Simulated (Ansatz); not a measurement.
# CdF2 (Fm-3m): the PBE gap against the k mesh of the density

Aim: see how gap, energy and time of CdF2 (Fm-3m) follow the k mesh of the density.

Program: Ansatz 0.2.0. Level of theory: DFT, PBE, plane waves, PAW; PAW set soft_1. Results are calculated unless marked as measured.

### 1. Set-up

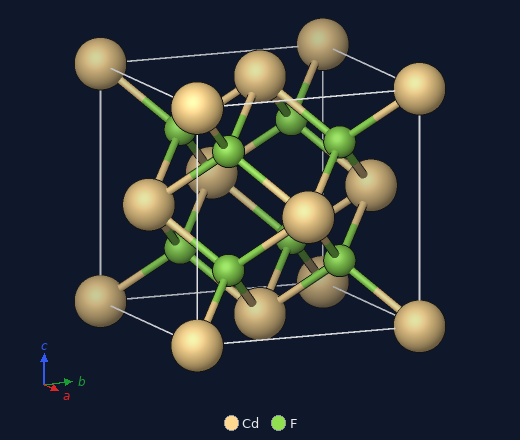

The cell as given, slightly off an axis (cadmium orange, fluorine green). This picture shows the conventional cell, with its axes. Some periodic images of atoms are drawn too.

The cell and positions come from the Crystallography Open Database and are kept as given unless a step says otherwise.

### 2. k mesh of the density: 2×2×2

The input, input.yaml:

```yaml
crystal:
  lattice:
    - [0.0, 2.694, 2.694]
    - [2.694, 0.0, 2.694]
    - [2.694, 2.694, 0.0]
  atoms:
    - { symbol: Cd, position: [0.0, 0.0, 0.0] }
    - { symbol: F, position: [0.25, 0.25, 0.25] }
    - { symbol: F, position: [0.75, 0.75, 0.75] }
kpoints:
  mp_grid: { grid: [2, 2, 2] }
  band_path:
    path:
      - [0.0, 0.0, 0.0]
      - [0.5, 0.0, 0.5]
      - [0.625, 0.25, 0.625]
      - [0.375, 0.375, 0.75]
      - [0.5, 0.5, 0.5]
      - [0.5, 0.25, 0.75]
    npoints: 1
hamiltonian:
  xc: pbe
  pseudopotentials: { kind: paw, azcp: { folder: soft_1 } }
scf:
  occupations: { method: fixed }
  n_extra_bands: 5
output:
  eigenvalues: true
  forces: true
  stress: true
```

Command:

```
> ansatz run input.yaml --threads 24 --pin off --max-ram 82944MiB --backend cuda --events-out ev --progress --plain --runs-dir out --devices 1 --max-vram 78GiB
```

Numbers of over 12 decimals in the logs are rounded to 6 here.

The log of the run:

```text
scf.n_extra_bands = 5 over 17 filled bands (N_el = 34.0): the run solves 22 bands
GPUs: using 1 of 1 available (devices: 1).
Engine: ansatz 0.2.0, aarch64-unknown-linux-gnu
Pseudopotentials: kind: paw
Pseudopotential: Cd, paw, valence charge 20, recommended cutoff 420 eV (normal), soft_1/Cd.paw.azcp
Pseudopotential: F, paw, valence charge 7, recommended cutoff 420 eV (normal), soft_1/F.paw.azcp
Functional definition: PBE
  parameter kappa = 0.804
  parameter beta = 0.066725
  exchange = pbe_x(kappa = kappa, mu = beta*pi^2/3)
  correlation = pbe_c(beta = beta)
device memory: the entry about to start is reckoned to put 1.4 GiB on a device that reports 163.4 GiB free (of which the cap on the GPU budget leaves the run 78.0 GiB)
GPU FFT provider: cuFFT
GPU libraries: cuBLAS 13.8.1, cuFFT 12.4.0, cuSOLVER 12.3.2
GPU matrix products: emulated (plane waves: as basis.precision tells), large ones in fixed point in workspaces of 1.00 GiB
Crystal: 3 atoms, lattice volume = 39.104 Å³
Basis set: ecut = 420 eV, 749 PW (Γ), exchange–correlation on 54×54×54 points (8 copies of the dense FFT grid, shifted against one another)
Bands: 22, of which v1, the nominal top of the filled ones, is band 17 counted from 1 (16 counted from 0)
Symmetry: 48 space group operations
Space group: Fm-3m (ITA 225), of the structure as read, at distance tolerance 3.4e-5 Å
k-points: 3 of 8
Non-local potential: Cd, projectors of the file, l = 0: 3, l = 1: 2, l = 2: 2, l = 3: 1
Non-local potential: F, projectors of the file, l = 0: 2, l = 1: 2, l = 2: 1
PAW form: soft (Blöchl's): semilocal exchange-correlation on the pseudo side does not see the compensation charge
PAW one-centre angular grid: Cd, 590 points (default); XC on 64 Gauss nodes
PAW one-centre angular grid: F, 110 points (default); XC on 64 Gauss nodes
Initial density: superposition of atomic densities (chi_scale 0.1, normalization cell, long waves kept (reshape's long-wave potential 0.00 eV rms))
Initial wavefunctions: pseudopotential atomic-orbital guess
GPU buffer pool allocated for 19683 grid points (all kernels)
GPU transforms: local potential and band sums: pruned to the plane-wave sphere, on 25×25×25
Functional: x = pbe(κ = 0.804, μ = 0.219515), c = pbe(β = 0.066725)
SCF iter   1: F=—  HF=-9877.107534 eV  |F-HF|=—  |Δ(HF+E_count)|=         —  Δρ=2.07e-1  dr2=1.45e1  ethr=3.10e-3  ⟨swp⟩=4.7  Hψ=249  notcnv=0  defer=5
preconditioner: auto → none  [insulator: Δε(μ)=0.369 eV  Ē_g=18.501 eV  n_scr=14 (ndim 8)  ℏωp=30.3 eV  f_vac=0.099  ε∞_Penn≈3.7]
SCF iter   2: F=—  HF=-9873.187402 eV  |F-HF|=—  |Δ(HF+E_count)|=    3.92e0  Δρ=1.23e-1  dr2=3.59e0  ethr=3.10e-3  ⟨swp⟩=3.7  Hψ=173  notcnv=0  defer=7
SCF iter   3: F=—  HF=-9872.096131 eV  |F-HF|=—  |Δ(HF+E_count)|=    1.09e0  Δρ=2.01e-2  dr2=7.30e-2  ethr=3.10e-3  ⟨swp⟩=3.0  Hψ=135  notcnv=0  defer=3
SCF iter   4: F=—  HF=-9872.101777 eV  |F-HF|=—  |Δ(HF+E_count)|=   5.65e-3  Δρ=5.93e-3  dr2=4.85e-3  ethr=2.15e-4  ⟨swp⟩=2.0  Hψ=98  notcnv=0  defer=7
SCF iter   5: F=—  HF=-9872.105421 eV  |F-HF|=—  |Δ(HF+E_count)|=   3.64e-3  Δρ=5.09e-4  dr2=5.65e-5  ethr=1.43e-5  ⟨swp⟩=2.0  Hψ=119  notcnv=0  defer=7
SCF iter   6: F=—  HF=-9872.105998 eV  |F-HF|=—  |Δ(HF+E_count)|=   5.77e-4  Δρ=6.64e-5  dr2=1.88e-6  ethr=1.66e-7  ⟨swp⟩=2.0  Hψ=122  notcnv=0  defer=6
SCF iter   7: F=-9872.105997 eV  HF=-9872.105997 eV  |F-HF|=1.56e-9  |Δ(HF+E_count)|=   6.69e-7  Δρ=1.34e-5  dr2=3.14e-8  ethr=2.94e-10  ⟨swp⟩=9.7  Hψ=331  notcnv=0
SCF 1 converged in 7 iterations: F = -9872.105997 eV  dr2 = 3.14e-8
[...]
device memory: the entry about to start is reckoned to put 1.5 GiB on a device that reports 163.4 GiB free (of which the cap on the GPU budget leaves the run 78.0 GiB)
NSCF: frozen V_eff on 6 k-points
SCF converged after 7 iterations
Free energy (F): -9872.105997 eV
Harris-Foulkes:  -9872.105997 eV  (|F-HF|=1.56e-9)
Internal energy: -9872.105997 eV  (E = F + TS)
E sigma→0 (E₀):  -9872.105997 eV
Fermi energy:    6.399096 eV
--- Per-component energies (eV) ---
  E_band       = -480.054524
  E_kinetic    = 836.493974
  E_local      = -4267.941079  (includes V_loc(G=0)·N_el)
  E_nonlocal   = 298.991238
  E_hartree    = 1876.651023
  E_xc         = -309.645983
  E_vxc        = -392.368835  (∫ρ·V_xc dr)
  E_paw        = -4512.800548  (= ΣΔE_a)
  E_vpaw       = -708.529861  (= ΣTr[D̂ρ^β])
  E_aug_tail   = 0.002012  (compensation charges beyond the density's cutoff)
  E_ewald      = -3793.856633
  E_smearing   = -0.000000  (= −TS)
  E_closure    = 0.000000  (closes the sum)
  Σ components = -9872.105997   (vs F -9872.105997, Δ=0.00e0)
--- Forces (eV/Å), atoms counted from 1 ---
  atom   1  Cd     0.00000000     0.00000000    -0.00000000
  atom   2  F      0.00000000    -0.00000000    -0.00000000
  atom   3  F     -0.00000000     0.00000000    -0.00000000
  max |Σ_I F_I| component: 4.63e-18 eV/Å
--- Stress (GPa, compression-positive) ---
        5.935461      -0.000000       0.000000
        0.000000       5.935461       0.000000
       -0.000000      -0.000000       5.935461
  P = ⅓ Tr σ = 5.9355 GPa (59.355 kbar)
--- Band table (eV) ---
  k-point 0: bands = [... 13 lower, 5.5154, 5.9766, 5.9766, 5.9766, 9.5479, 19.1447, 19.1447, 19.1447, ... 1 higher]
  k-point 1: bands = [... 13 lower, 4.6481, 4.6481, 6.0834, 6.0834, 13.6534, 15.6305, 20.9543, 20.9543, ... 1 higher]
  k-point 2: bands = [... 13 lower, 3.5291, 5.9856, 6.3991, 6.3991, 14.4788, 16.1279, 18.4115, 20.7404, ... 1 higher]
```

The job ended after 0.82 s (1 × NVIDIA GB200 (shared by 2 runs) with 24 threads of Arm Neoverse V2, shared host; peak memory 1 GiB; 1.6 s of CPU time).

This step gave:

```yaml
pressure: 5.935 GPa
gap: 3.058 eV
valence_top_at: W
conduction_bottom_at: Γ
least_direct_gap: 3.571 eV
```

The gap is indirect, with the least direct gap 0.51 eV higher.

### 3. k mesh of the density: 4×4×4

input.yaml, as its differences from that of step 2:

```diff
@@ -10,3 +10,3 @@
 kpoints:
-  mp_grid: { grid: [2, 2, 2] }
+  mp_grid: { grid: [4, 4, 4] }
   band_path:
```

The log of the run:

```text
[...]
GPUs: using 1 of 1 available (devices: 1).
[...]
GPU FFT provider: cuFFT
GPU libraries: cuBLAS 13.8.1, cuFFT 12.4.0, cuSOLVER 12.3.2
[...]
Crystal: 3 atoms, lattice volume = 39.104 Å³
Basis set: ecut = 420 eV, 749 PW (Γ), exchange–correlation on 54×54×54 points (8 copies of the dense FFT grid, shifted against one another)
[...]
k-point 0: bands = [... 13 lower, 5.4544, 5.9344, 5.9344, 5.9344, 9.5297, 19.1350, 19.1350, 19.1350, ... 1 higher]
  k-point 1: bands = [... 13 lower, 5.0690, 5.3090, 5.9808, 5.9808, 11.4065, 17.2499, 19.9613, 19.9613, ... 1 higher]
  k-point 2: bands = [... 13 lower, 4.5919, 4.5919, 6.0363, 6.0363, 13.6277, 15.5941, 20.9389, 20.9389, ... 1 higher]
  k-point 7: bands = [... 13 lower, 4.9053, 4.9053, 5.8290, 6.4316, 14.5254, 17.9406, 18.1337, 18.1337, ... 1 higher]
[key lines of the parts left out:]
SCF converged after 8 iterations
Free energy (F): -9872.212786 eV
Fermi energy:    6.431603 eV
P = ⅓ Tr σ = 5.4678 GPa (54.678 kbar)
```

Run time: 1.8 s. Hardware: 1 × NVIDIA GB200 (shared by 2 runs) with 24 threads; peak memory 1 GiB.

This step gave:

* pressure: 5.468 GPa
* gap: 3.098 eV
* valence top at: W
* conduction bottom at: Γ
* least direct gap: 3.595 eV

The gap is 3.098 eV, +0.040 eV from the run before at this level.

### 4. k mesh of the density: 8×8×8 (the default)

input.yaml, the sections that differ from step 3:

```yaml
kpoints:
  mp_grid: { grid: [8, 8, 8] }
  band_path:
    path:
      - [[0.0, 0.0, 0.0], [0.5, 0.0, 0.5], [0.625, 0.25, 0.625]]
      - [[0.375, 0.375, 0.75], [0.0, 0.0, 0.0], [0.5, 0.5, 0.5], [0.5, 0.25, 0.75], [0.5, 0.0, 0.5]]
    npoints: 10
scf:
  occupations: { method: fermi_dirac, width: 0.02 }
  n_extra_bands: 5
# crystal, hamiltonian, output: as in step 3
```

The log of the run:

```text
[...]
GPUs: using 1 of 1 available (devices: 1).
[...]
GPU FFT provider: cuFFT
GPU libraries: cuBLAS 13.8.1, cuFFT 12.4.0, cuSOLVER 12.3.2
[...]
Crystal: 3 atoms, lattice volume = 39.104 Å³
Basis set: ecut = 420 eV, 749 PW (Γ), exchange–correlation on 54×54×54 points (8 copies of the dense FFT grid, shifted against one another)
[...]
k-point 0: bands = [... 13 lower, 5.4533, 5.9337, 5.9337, 5.9337, 9.5294, 19.1348, 19.1348, 19.1348, ... 1 higher]
  k-point 1: bands = [... 13 lower, 5.3492, 5.8263, 5.9444, 5.9444, 10.1068, 18.4233, 19.3653, 19.3653, ... 1 higher]
  k-point 2: bands = [... 13 lower, 5.0680, 5.3082, 5.9799, 5.9799, 11.4060, 17.2495, 19.9611, 19.9611, ... 1 higher]
  k-point 28: bands = [... 13 lower, 4.9044, 4.9044, 5.8279, 6.4306, 14.5251, 17.9399, 18.1333, 18.1333, ... 1 higher]
[key lines of the parts left out:]
SCF converged after 8 iterations
Free energy (F): -9872.213669 eV
Fermi energy:    8.001262 eV
P = ⅓ Tr σ = 5.4681 GPa (54.681 kbar)
```

The job ended after 1.2 s (1 × NVIDIA GB200 (shared by 2 runs) with 24 threads; peak memory 1 GiB; 2.2 s of CPU time).

This step gave:

```
pressure             : 5.468 GPa
gap                  : 3.099 eV
valence top at       : W
conduction bottom at : Γ
least direct gap     : 3.596 eV
```

The gap is 3.099 eV, +0.001 eV from the run before at this level.

### 5. k mesh of the density: 10×10×10

input.yaml, the sections that differ from step 4:

```yaml
kpoints:
  mp_grid: { grid: [10, 10, 10] }
  band_path:
    path:
      - [0.0, 0.0, 0.0]
      - [0.5, 0.0, 0.5]
      - [0.625, 0.25, 0.625]
      - [0.375, 0.375, 0.75]
      - [0.5, 0.5, 0.5]
      - [0.5, 0.25, 0.75]
    npoints: 1
scf:
  occupations: { method: fixed }
  n_extra_bands: 5
# crystal, hamiltonian, output: as in step 4
```

The log of the run:

```text
[...]
GPUs: using 1 of 1 available (devices: 1).
[...]
GPU FFT provider: cuFFT
GPU libraries: cuBLAS 13.8.1, cuFFT 12.4.0, cuSOLVER 12.3.2
[...]
Crystal: 3 atoms, lattice volume = 39.104 Å³
Basis set: ecut = 420 eV, 749 PW (Γ), exchange–correlation on 54×54×54 points (8 copies of the dense FFT grid, shifted against one another)
[...]
k-point 0: bands = [... 13 lower, 5.4533, 5.9337, 5.9337, 5.9337, 9.5294, 19.1348, 19.1348, 19.1348, ... 1 higher]
  k-point 1: bands = [... 13 lower, 5.3865, 5.8798, 5.9404, 5.9404, 9.9112, 18.6433, 19.2841, 19.2841, ... 1 higher]
  k-point 2: bands = [... 13 lower, 5.1958, 5.5572, 5.9636, 5.9636, 10.8426, 17.7138, 19.6931, 19.6931, ... 1 higher]
  k-point 46: bands = [... 13 lower, 4.4885, 5.3257, 5.8354, 6.4232, 14.5188, 17.4960, 17.9716, 18.8108, ... 1 higher]
[key lines of the parts left out:]
SCF converged after 8 iterations
Free energy (F): -9872.213753 eV
Fermi energy:    6.423163 eV
P = ⅓ Tr σ = 5.4683 GPa (54.683 kbar)
```

It took 1.4 s on 1 × NVIDIA GB200 (shared by 2 runs) with 24 threads; peak memory 1 GiB; 2.8 s of CPU time.

Numbers from this step:

```yaml
pressure: 5.468 GPa
gap: 3.099 eV
valence_top_at: W
conduction_bottom_at: Γ
least_direct_gap: 3.596 eV
```

The gap is 3.099 eV, as in the run before at this level.

### 6. The series

Differences are against the last row; a negative gap means that bands overlap, and a run with a band path holds that path's time. Times are wall times on 1 × NVIDIA GB200 (shared by 2 runs) with 24 threads of Arm Neoverse V2, shared host, good to a factor of about two.

```tsv
k mesh of the density	gap (eV)	direct gap (eV)	gap error (eV)	energy error (meV/atom)	irreducible k	time
2×2×2	3.058	3.571	−0.040	+35.9	3	0.82 s
4×4×4	3.098	3.595	−0.001	+0.3	8	1.8 s
8×8×8	3.099	3.596	+0.000	+0.0	29	1.2 s
10×10×10	3.099	3.596	+0.000	+0.0	47	1.4 s
```

### 7. What came out

```
2×2×2    : 3.058 eV
4×4×4    : 3.098 eV
8×8×8    : 3.099 eV
10×10×10 : 3.099 eV
```

**Reading.** The gap holds to 0.02 eV from 4×4×4 on. At 2×2×2 the gap is off by −0.040 eV and the energy by +36 meV/atom. The gap is read over the mesh and added points near the edges, so meshes differ mainly through the density and, for a hybrid, the exchange operator.

[Paths, hosts, dates, memory and timing lines, banners, echoed tables and standing remarks are left out of the program output.]

[Logs are printed without paths, hosts, clocks, repeated set-up lines and the standing remarks that a program may print on its own settings, such as how far it seeks lower states.]

[Runs of the session that timed out or met a known fault of the program may be left out.]

[Cells called generated may have been cut or substituted from an entry of the Crystallography Open Database or the Materials Project.]

[No measured gap is set beside runs whose start may be inverted or whose files or cutoffs have a known fault.]

[Hosts, paths, dates, database ids (printed as entryN), source tags and the programs' standing remarks are cut or masked in the printed files.]
